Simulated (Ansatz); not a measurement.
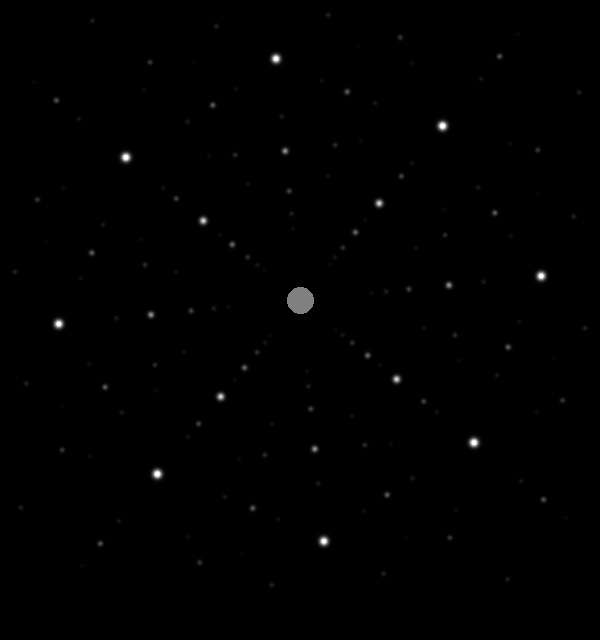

Simulated back-reflection Laue pattern (white X-rays, 0.45 to 2.2 Å, flat plate covering ±45° about the beam, kinematic intensities, seen from the source).

> What symmetry does the pattern show?

4mm: a fourfold axis with mirror lines.

The crystal is Nb, space group Im-3m (No. 229), a = 3.304 Å. Structure: the input geometry of an electronic-structure calculation (not necessarily at equilibrium).

> Which direction points towards the source?

[001] or one equivalent to it by a rotation of the Laue group. In Laue class m-3m no other family of directions with a member of indices 0 and ±1 has this symmetry.
